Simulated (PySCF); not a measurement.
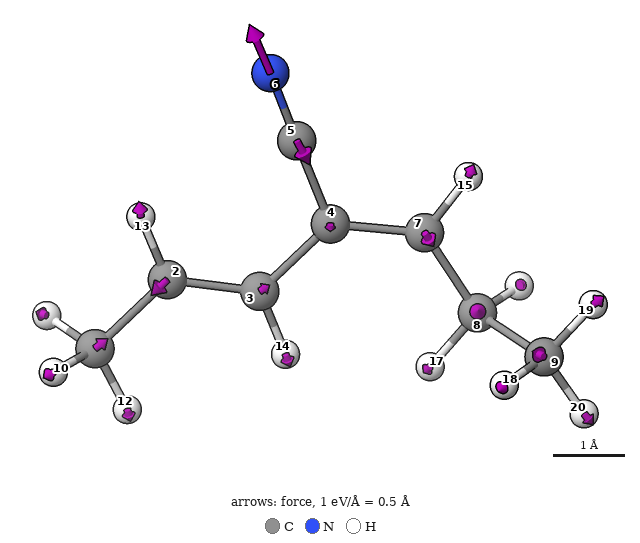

Starting geometry of C8H11N with the computed forces as purple arrows. Style: ball-and-stick. Shown at a tilt.

The start comes from GFN2-xTB.

These are results of PBE0-D3(BJ)/def2-SVP geometry optimisation, gas phase in PySCF, not measurements. 

### What follows when this structure is relaxed?

It isn't relaxed: the largest force vector, on the N atom, is 1.71 eV/Å. The final displacements follow the starting forces only in part (cosine between the two patterns 0.31). The atom that moves furthest after the best rigid fit is the N atom (0.062 Å). Largest moves by element: N 0.062 Å, H 0.050 Å, C 0.048 Å. Near-neighbour distances that change, for instance: C–C 1.420 → 1.439 Å, C–H 1.083 → 1.097 Å, C–N 1.147 → 1.160 Å, C–H 1.095 → 1.105 Å. Over 4 geometry steps the energy falls by 6.67 kJ/mol.
